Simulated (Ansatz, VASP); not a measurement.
# Cross-check of CoSi2 between VASP and Ansatz

Aim: how closely do two programs agree when they are given the same cell, functional and k mesh? The cell comes out of the VASP series on this material, whose earlier steps may have relaxed, scaled or displaced it; both programs get it as it stands.

Program: Ansatz 0.2.0. Level of theory: plane waves, with VASP 6.6.1 beside it; relaxation of cell and atoms at PBE with D3(BJ). Results are calculated unless marked as measured.

### 1. The starting structure

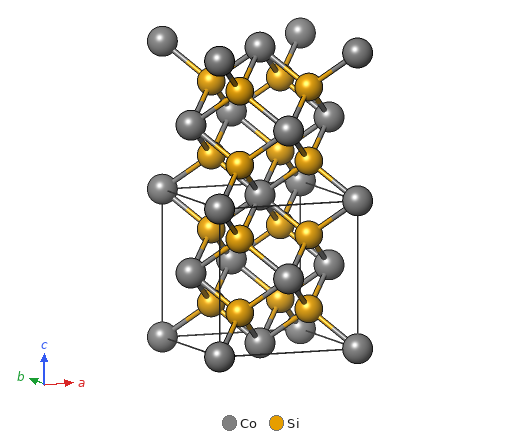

Start, viewed slightly off an axis; cobalt grey, silicon orange. 1×1×2 cells are drawn. This picture shows the conventional cell, with its axes. Some periodic images of atoms are drawn too.

### 2. Ansatz: relaxation of cell and atoms, PBE with D3(BJ)

Ansatz runs on its default PAW (the set named soft_2) files.

The relaxed volume is the usual yardstick between codes: its relative difference is about their pressure difference at one cell divided by the bulk modulus.

The input, input.yaml:

```yaml
crystal:
  lattice:
    - [0.0, 2.6507199718, 2.6507199718]
    - [2.6507199718, 0.0, 2.6507199718]
    - [2.6507199718, 2.6507199718, 0.0]
  atoms:
    - { symbol: Co, position: [0.0, 0.0, 0.0] }
    - { symbol: Si, position: [0.75, 0.75, 0.75] }
    - { symbol: Si, position: [0.25, 0.25, 0.25] }
hamiltonian:
  xc: pbe
  pseudopotentials: { kind: paw }
  dispersion: d3bj
magnetization:
  spin_polarized: true
kpoints:
  mp_grid: { grid: [12, 12, 12] }
scf:
  occupations: { method: gaussian, width: 0.05 }
relax:
  f_tol: 0.01
  max_steps: 60
  cell: { stress_tol: 0.05 }
output:
  forces: true
  stress: true
```

The run is started by

```sh
ansatz run input.yaml --threads 4 --pin off --max-ram 9216MiB --backend cpu --events-out ev --progress --plain --runs-dir out
```

Numbers of over 12 decimals in the logs are rounded to 6 here.

What it wrote:

```text
band count auto-derived: 18 (N_el = 25.0; filled up to band 13; 17 by the electrons, moments and atoms)
Engine: ansatz 0.2.0, aarch64-unknown-linux-gnu
Pseudopotentials: kind: paw
Pseudopotential: Co, paw, valence charge 17, recommended cutoff 420 eV (normal), Co.paw.azcp
Pseudopotential: Si, paw, valence charge 4, recommended cutoff 420 eV (normal), Si.paw.azcp
Functional definition: PBE
  parameter kappa = 0.804
  parameter beta = 0.066725
  exchange = pbe_x(kappa = kappa, mu = beta*pi^2/3)
  correlation = pbe_c(beta = beta)
Crystal: 3 atoms, lattice volume = 37.250 Å³
Basis set: ecut = 420 eV, 725 PW (Γ), exchange–correlation on 54×54×54 points (8 copies of the dense FFT grid, shifted against one another)
Bands: 18, of which v1, the nominal top of the filled ones, is band 13 counted from 1 (12 counted from 0)
Symmetry: 48 space group operations
Space group: Fm-3m (ITA 225), of the structure as read, at distance tolerance 3.3e-5 Å
k-points: 72 of 1728
Non-local potential: Co, projectors of the file, l = 0: 3, l = 1: 2, l = 2: 3, l = 3: 1
Non-local potential: Si, projectors of the file, l = 0: 2, l = 1: 2, l = 2: 2
PAW form: soft (Blöchl's): semilocal exchange-correlation on the pseudo side does not see the compensation charge
PAW one-centre angular grid: Co, 590 points (default); XC on 64 Gauss nodes
PAW one-centre angular grid: Si, 110 points (default); XC on 64 Gauss nodes
Initial density: superposition of atomic densities (chi_scale 0.1, normalization cell, long waves kept (reshape's long-wave potential 0.00 eV rms))
Initial wavefunctions: pseudopotential atomic-orbital guess
Functional: x = pbe(κ = 0.804, μ = 0.219515), c = pbe(β = 0.066725)
SCF iter   1: F=—  HF=-6401.810554 eV  |F-HF|=—  |Δ(HF+E_count)|=         —  Δρ=6.84e-2 (↑6.84e-2 ↓6.84e-2)  dr2=8.00e0  dr2_m=0.00e0  M=0.000 μB ∫|m|=0.000 μB  β_m=0.30  ethr=3.10e-3  ⟨swp⟩=5.6  Hψ=6548  notcnv=0
preconditioner: auto → none  [insulator: Δε(μ)=0.086 eV  Ē_g=9.681 eV  σ=0.050 eV  W_gap=0.75  n_scr=14 (ndim 8)  ℏωp=25.1 eV  f_vac=0.000  D(μ)=0.72/eV (n_scr^D=0)  ε∞_Penn≈7.7]
SCF iter   2: F=—  HF=-6402.616640 eV  |F-HF|=—  |Δ(HF+E_count)|=   8.06e-1  Δρ=1.43e-1 (↑1.43e-1 ↓1.43e-1)  dr2=1.96e1  dr2_m=0.00e0  M=0.000 μB ∫|m|=0.000 μB  β_m=0.21  ethr=3.10e-3  ⟨swp⟩=3.0  Hψ=3370  notcnv=0  defer=100  recentre
preconditioner: auto → Kerker (q_TF=auto, 2.553 Å⁻¹)  [metal: Δε(μ)=0.011 eV  Ē_g=8.930 eV  σ=0.050 eV  W_gap=0.13  n_scr=14 (ndim 8)  ℏωp=25.1 eV  f_vac=0.000  D(μ)=1.31/eV (n_scr^D=14)]
spin=Collinear: Kerker preconditioning applied to the charge; magnetization (m = ρ↑ − ρ↓) channel mixes plain (no charge-response kernel on spin).
SCF iter   3: F=—  HF=-6399.803369 eV  |F-HF|=—  |Δ(HF+E_count)|=    2.81e0  Δρ=5.24e-2 (↑5.05e-2 ↓5.24e-2)  dr2=6.77e-1  dr2_m=7.85e-1  M=1.284 μB ∫|m|=1.284 μB  ethr=3.10e-3  ⟨swp⟩=2.8  Hψ=3166  notcnv=0  defer=94
Mixer restart at iter 3: flushing history
SCF iter   4: F=—  HF=-6400.680851 eV  |F-HF|=—  |Δ(HF+E_count)|=         —  Δρ=4.20e-2 (↑3.98e-2 ↓4.20e-2)  dr2=8.37e-1  dr2_m=4.34e-1  M=0.221 μB ∫|m|=0.232 μB  β_m=0.21  ethr=2.71e-3  ⟨swp⟩=3.4  Hψ=6395  notcnv=0  defer=47
SCF iter   5: F=—  HF=-6400.638022 eV  |F-HF|=—  |Δ(HF+E_count)|=   4.28e-2  Δρ=3.65e-2 (↑3.65e-2 ↓3.27e-2)  dr2=5.60e-1  dr2_m=3.04e-1  M=0.178 μB ∫|m|=0.188 μB  β_m=0.61  ethr=2.71e-3  ⟨swp⟩=1.0  Hψ=3131  notcnv=0  defer=51
SCF iter   6: F=—  HF=-6400.653248 eV  |F-HF|=—  |Δ(HF+E_count)|=   1.52e-2  Δρ=3.72e-2 (↑2.91e-2 ↓3.72e-2)  dr2=1.16e0  dr2_m=5.76e-3  M=0.015 μB ∫|m|=0.033 μB  β_m=0.43  ethr=2.24e-3  ⟨swp⟩=2.4  Hψ=4893  notcnv=0  defer=58
SCF iter   7: F=—  HF=-6400.518976 eV  |F-HF|=—  |Δ(HF+E_count)|=   1.34e-1  Δρ=4.81e-3 (↑4.81e-3 ↓4.20e-3)  dr2=2.39e-2  dr2_m=5.03e-4  M=-0.010 μB ∫|m|=0.023 μB  β_m=0.72  ethr=2.24e-3  ⟨swp⟩=2.4  Hψ=4763  notcnv=0  defer=152
Mixer restart at iter 7: flushing history
SCF iter   8: F=—  HF=-6400.522478 eV  |F-HF|=—  |Δ(HF+E_count)|=         —  Δρ=4.18e-3 (↑4.18e-3 ↓4.18e-3)  dr2=1.92e-2  dr2_m=0.00e0  M=0.000 μB ∫|m|=0.000 μB  β_m=0.72  ethr=9.57e-5  ⟨swp⟩=5.3  Hψ=4448  notcnv=0  defer=54
SCF iter   9: F=—  HF=-6400.530423 eV  |F-HF|=—  |Δ(HF+E_count)|=   7.94e-3  Δρ=8.80e-3 (↑8.80e-3 ↓8.80e-3)  dr2=7.64e-2  dr2_m=0.00e0  M=0.000 μB ∫|m|=0.000 μB  β_m=0.42  ethr=7.68e-5  ⟨swp⟩=2.5  Hψ=2869  notcnv=0  defer=96  recentre
SCF iter  10: F=—  HF=-6400.522111 eV  |F-HF|=—  |Δ(HF+E_count)|=   8.31e-3  Δρ=2.24e-3 (↑2.24e-3 ↓2.24e-3)  dr2=6.04e-3  dr2_m=0.00e0  M=0.000 μB ∫|m|=0.000 μB  β_m=0.35  ethr=7.68e-5  ⟨swp⟩=2.5  Hψ=2202  notcnv=0  defer=96
SCF iter  11: F=—  HF=-6400.522270 eV  |F-HF|=—  |Δ(HF+E_count)|=   1.59e-4  Δρ=6.88e-4 (↑6.88e-4 ↓6.88e-4)  dr2=9.84e-4  dr2_m=0.00e0  M=0.000 μB ∫|m|=0.000 μB  β_m=0.66  ethr=2.42e-5  ⟨swp⟩=2.6  Hψ=1636  notcnv=0  defer=96
SCF iter  12: F=—  HF=-6400.522579 eV  |F-HF|=—  |Δ(HF+E_count)|=   3.08e-4  Δρ=5.28e-5 (↑5.28e-5 ↓5.28e-5)  dr2=7.38e-6  dr2_m=0.00e0  M=0.000 μB ∫|m|=0.000 μB  β_m=0.77  ethr=3.94e-6  ⟨swp⟩=2.2  Hψ=1629  notcnv=0  defer=96
SCF iter  13: F=—  HF=-6400.522562 eV  |F-HF|=—  |Δ(HF+E_count)|=   1.69e-5  Δρ=7.92e-5 (↑7.92e-5 ↓7.92e-5)  dr2=5.90e-6  dr2_m=0.00e0  M=0.000 μB ∫|m|=0.000 μB  β_m=0.77  ethr=2.95e-8  ⟨swp⟩=2.0  Hψ=1810  notcnv=0  defer=96
SCF iter  14: F=—  HF=-6400.522562 eV  |F-HF|=—  |Δ(HF+E_count)|=   2.81e-7  Δρ=2.03e-5 (↑2.03e-5 ↓2.03e-5)  dr2=3.71e-7  dr2_m=0.00e0  M=0.000 μB ∫|m|=0.000 μB  β_m=0.89  ethr=2.36e-8  ⟨swp⟩=1.1  Hψ=1234  notcnv=0  defer=96
SCF iter  15: F=-6400.522562 eV  HF=-6400.522562 eV  |F-HF|=6.68e-9  |Δ(HF+E_count)|=   5.98e-9  Δρ=3.02e-6 (↑3.02e-6 ↓3.02e-6)  dr2=7.74e-9  dr2_m=0.00e0  M=0.000 μB ∫|m|=0.000 μB  ethr=4.00e-10  ⟨swp⟩=1.5  Hψ=3565  notcnv=0
SCF 1 converged in 15 iterations: F = -6400.522562 eV  dr2 = 7.74e-9
  greatest PAW one-centre occupation: 1.000 electrons in one spin orbital (limit 2), on the Co atom at site 0 (counted from 0), in its partial waves of l = 0
the input gives no starting moments: this run first made a single point of its starting geometry. This run's own SCFs start from that state's density, with no starting moments from it.
Initial density: read from a saved state, or passed on in memory by an earlier SCF of this step, an earlier step, the calling program or the single point that the run made first
Stability of the state it starts from, as read at its close in the collinear treatment: not read negative (Ritz values of 1 − χ₀K, real part plus size of imaginary part, from 0.93 to 0.96, by its mixing steps under the symmetry group of the SCF that read it); nothing settles its magnetic order
iter 1 solved again at ethr=7.35e-7 eV; its pass at ethr=3.10e-3 eV (dr2=1.84e-4 eV) is discarded
SCF iter   1: F=—  HF=-6400.522553 eV  |F-HF|=—  |Δ(HF+E_count)|=         —  Δρ=3.15e-6 (↑3.15e-6 ↓3.15e-6)  dr2=8.00e-9  dr2_m=0.00e0  M=0.000 μB ∫|m|=0.000 μB  β_m=0.30  ethr=7.35e-7  ⟨swp⟩=3.0  Hψ=9742  notcnv=0
eigensolver tolerance schedule: the retry pair's looser diagonalisation over-reported the residual by 22957.27 of it (diagonalisation noise at an unbounded share of the residual, at the tolerance the schedule requests for it); recorded, not acted on — ethr = c·dr2/N_el stays at c = 1.0e-1
preconditioner: auto → Kerker (q_TF=auto, 2.553 Å⁻¹)  [metal: Δε(μ)=0.035 eV  Ē_g=9.080 eV  σ=0.050 eV  W_gap=0.37  n_scr=14 (ndim 8)  ℏωp=25.1 eV  f_vac=0.000  D(μ)=1.09/eV (n_scr^D=8)]
spin=Collinear: Kerker preconditioning applied to the charge; magnetization (m = ρ↑ − ρ↓) channel mixes plain (no charge-response kernel on spin).
SCF iter   2: F=—  HF=-6400.522562 eV  |F-HF|=—  |Δ(HF+E_count)|=   9.18e-6  Δρ=1.91e-6 (↑1.91e-6 ↓1.91e-6)  dr2=3.72e-9  dr2_m=0.00e0  M=0.000 μB ∫|m|=0.000 μB  β_m=0.25  ethr=3.20e-11  ⟨swp⟩=4.2  Hψ=3912  notcnv=0
SCF iter   3: F=-6400.522562 eV  HF=-6400.522562 eV  |F-HF|=3.89e-10  |Δ(HF+E_count)|=  1.82e-10  Δρ=6.75e-7 (↑6.75e-7 ↓6.75e-7)  dr2=3.44e-10  dr2_m=0.00e0  M=0.000 μB ∫|m|=0.000 μB  ethr=1.49e-11  ⟨swp⟩=1.7  Hψ=3066  notcnv=0
SCF 2 converged in 3 iterations: F = -6400.522562 eV  dr2 = 3.44e-10
relax step   1: F+E_penalty+E_count = -6400.52256205 eV  Δ(F+E_penalty+E_count) = +0.000e0 eV  max|allowed force component| = 3.238e-17 eV/Å  Δτ_max = 0.0000 Å  P = +0.255 GPa  Ω = 37.250 Å³  (3 SCF iters, dr2 threshold 1.00e-7 eV, accepted)
[...]
relax step   2: F+E_penalty+E_count = -6400.52258068 eV  Δ(F+E_penalty+E_count) = -1.863e-5 eV  max|allowed force component| = 1.511e-16 eV/Å  Δτ_max = 0.0000 Å  P = +0.109 GPa  Ω = 37.277 Å³  energy of the carried Pulay correction = -1.281e-5 eV  (4 SCF iters, dr2 threshold 1.63e-7 eV, accepted)
[...]
relax step   3: F+E_penalty+E_count = -6400.52257823 eV  Δ(F+E_penalty+E_count) = +2.453e-6 eV  max|allowed force component| = 1.665e-16 eV/Å  Δτ_max = 0.0000 Å  P = +0.000 GPa  Ω = 37.298 Å³  energy of the carried Pulay correction = -2.240e-5 eV  (4 SCF iters, dr2 threshold 2.98e-8 eV, accepted)
[...]
relax step   4: F+E_penalty+E_count = -6400.52260262 eV  Δ(F+E_penalty+E_count) = -2.439e-5 eV  max|allowed force component| = 2.128e-16 eV/Å  Δτ_max = 0.0000 Å  P = +0.002 GPa  Ω = 37.298 Å³  stress off target by 1.89e-3 GPa  SCF on the basis re-selected at this cell (its energy is not comparable with the rows above)  (7 SCF iters)
basis re-selected at this cell: Δ(F+E_penalty+E_count) = -2.439e-5 eV, ΔP = +0.002 GPa vs the last step (what re-selecting the basis moved, of the pressure what is left beyond the Pulay correction that the steps carried, after the strain that the cell walked since its last selection, with what the two solves' SCF thresholds leave and, on support functions, any second-order correction that the steps lacked; it is no m [...]
SCF converged after 7 iterations
Magnetization: 0.0000 μB (12.5000 up, 12.5000 down)
Absolute magnetization: 0.0000 μB (∫|ρ↑−ρ↓|)
Spin contamination: 0.0000 ħ² per cell (⟨S²⟩ above its minimum at these occupations)
Per-site moments (μB) at R_I (Å): [(0.0, 0.947341), (0.0, 0.947341), (0.0, 0.947341)]
Free energy (F): -6400.522603 eV
Harris-Foulkes:  -6400.522603 eV  (|F-HF|=4.55e-12)
Internal energy: -6400.521230 eV  (E = F + TS)
E sigma→0 (E₀):  -6400.521916 eV
Entropy (-TS):   -0.001372 eV (-0.457 meV/atom)
Fermi energy:    13.349833 eV
--- Per-component energies (eV) ---
  E_band       = -274.154995
  E_kinetic    = 550.079033
  E_local      = -4062.533069  (includes V_loc(G=0)·N_el)
  E_nonlocal   = 501.582068
  E_hartree    = 1769.919743
  E_xc         = -275.046286
  E_vxc        = -306.516211  (∫ρ·V_xc dr)
  E_paw        = -2541.821504  (= ΣΔE_a)
  E_vpaw       = -496.606663  (= ΣTr[D̂ρ^β])
  E_aug_tail   = 0.000108  (compensation charges beyond the density's cutoff)
  E_ewald      = -2341.333753
  E_disp       = -1.367570  (pairwise vdW)
  E_smearing   = -0.001372  (= −TS)
  E_closure    = -0.000000  (closes the sum)
  Σ components = -6400.522603   (vs F -6400.522603, Δ=0.00e0)
--- Forces (eV/Å), atoms counted from 1 ---
  atom   1  Co     0.00000000     0.00000000    -0.00000000
  atom   2  Si    -0.00000000    -0.00000000    -0.00000000
  atom   3  Si     0.00000000     0.00000000     0.00000000
  max |Σ_I F_I| component: 5.55e-17 eV/Å
--- Stress (GPa, compression-positive) ---
        0.001886      -0.000000      -0.000000
       -0.000000       0.001886      -0.000000
        0.000000      -0.000000       0.001886
  P = ⅓ Tr σ = 0.0019 GPa (0.019 kbar)
--- Relaxed structure (3 steps of the walk, 3 accepted, 1 SCFs on fresh bases) ---
  F+E_penalty+E_count = -6400.52260262 eV   max|allowed force component| = 2.128e-16 eV/Å   (the final SCF, on the basis selected at the relaxed cell)
  cell:  # Å, volume = 37.2980 Å³
    - [0, 2.651867, 2.651867]
    - [2.651867, 0, 2.651867]
    - [2.651867, 2.651867, 0]
  atoms:
    - { symbol: Co, position: [0, 0, 0] }
    - { symbol: Si, position: [0.75, 0.75, 0.75] }
    - { symbol: Si, position: [0.25, 0.25, 0.25] }
```

The job ended after 3.5 s (4 threads of Arm Neoverse V2, shared host; peak memory 0.39 GiB).

(Continued in part 2 of 2.)

[Lines on the potential files, build, host, timing and source positions are cut from VASP's logs without a mark.]

[Logs are printed without paths, hosts, clocks, repeated set-up lines and the standing remarks that a program may print on its own settings, such as how far it seeks lower states.]

[Hosts, paths, dates, database ids (printed as entryN), source tags and the programs' standing remarks are cut or masked in the printed files.]
